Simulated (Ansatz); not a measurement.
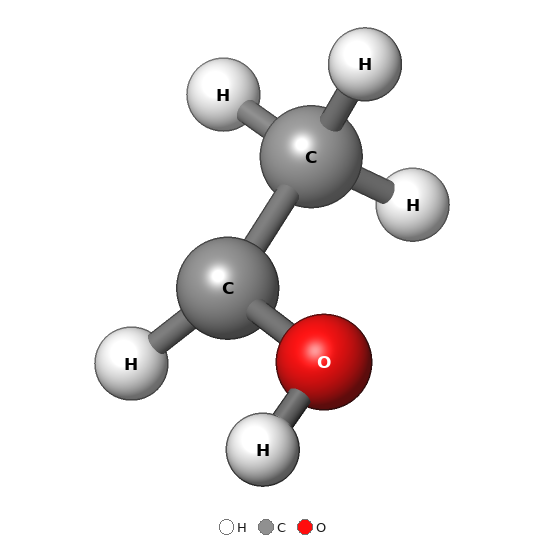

Ball-and-stick drawing of a structure.

The species is neutral and a spin doublet. The geometry was computed by an optimisation with PBE0-D4/def2-TZVP.

Description:

Formula C2H5O. The point group is C1. It is an open-shell species. Coordination, clear cases only: 1 C tetrahedral; 1 O bent.

The parts below concern this one geometry. Atoms keep their numbers from picture to picture.

### Shape

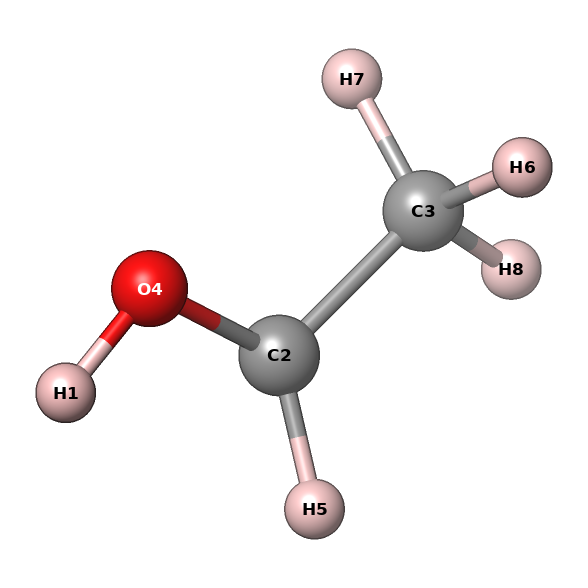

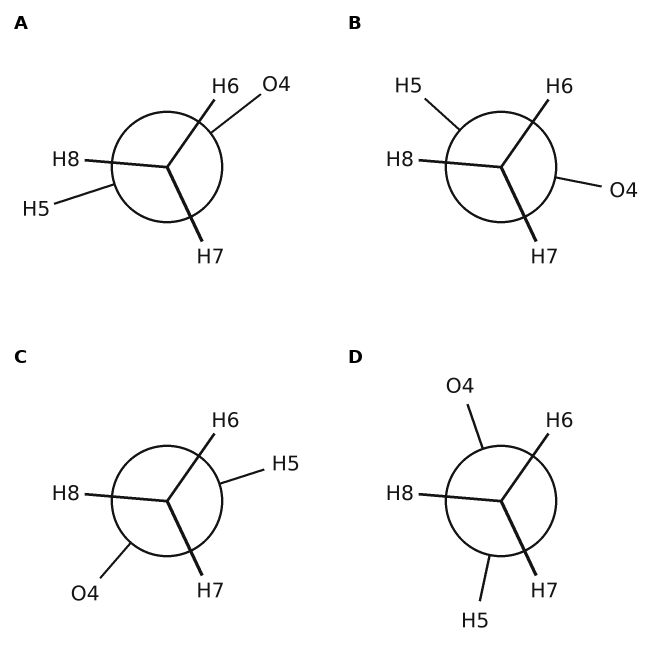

Depth is shown by fading: the farther an atom, the more it takes the colour of the background. Bonds that would overlap in a projection are set slightly apart.

Which Newman projection shows the view along C3–C2, with C3 in front?

Answer. B. The torsion angle H6–C3–C2–O4 is 66°, synclinal (gauche).

### Electronic properties

Method: UKS PBE0-D4/def2-TZVP (Ansatz 0.2.0).

Give the ⟨S²⟩ of the determinant at this level.

Answer. 0.754.

Give the harmonic zero-point energy at this level.

Answer. 173.7 kJ/mol.

Estimate the dipole moment.

Answer. 1.34 D.

Give the dispersion correction at this level.

Answer. −6.9 kJ/mol.

### Charges

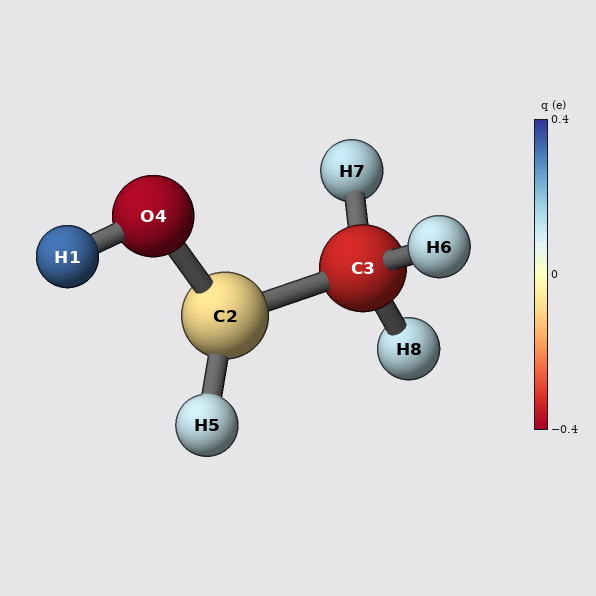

Atoms are coloured by their Mulliken charges. Method: UKS PBE0-D4/def2-TZVP (Ansatz 0.2.0).

Which atom carries the highest charge (most positive or least negative)?

Answer. H1 (0.32 e).

And the lowest?

Answer. O4 (−0.38 e).

Give the Mulliken charges atom by atom.

```tsv
atom	value (e)
H1	0.32
C2	−0.08
C3	−0.33
O4	−0.38
H5	0.11
H6	0.12
H7	0.13
H8	0.12
```

### Vibrations

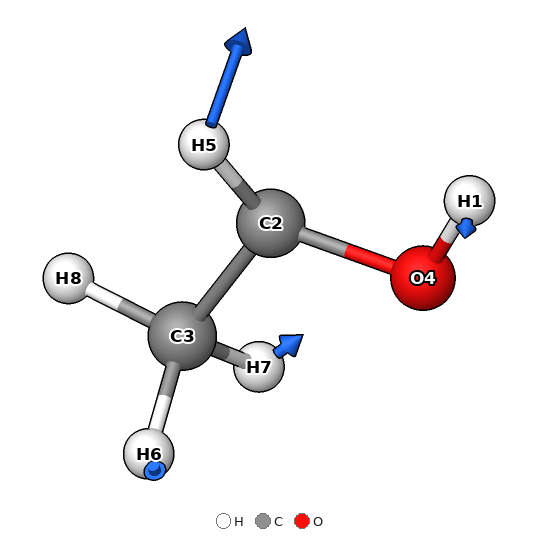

The arrows show one normal mode. Harmonic vibrations computed with UKS PBE0-D4/def2-TZVP (Ansatz 0.2.0) at a stationary point of the same level.

At what wavenumber does it lie?

Answer. 564 cm⁻¹; it is mode 4 of 18 counted from the lowest.

Mulliken values depend strongly on the basis set and can even reverse the polarity of a bond.
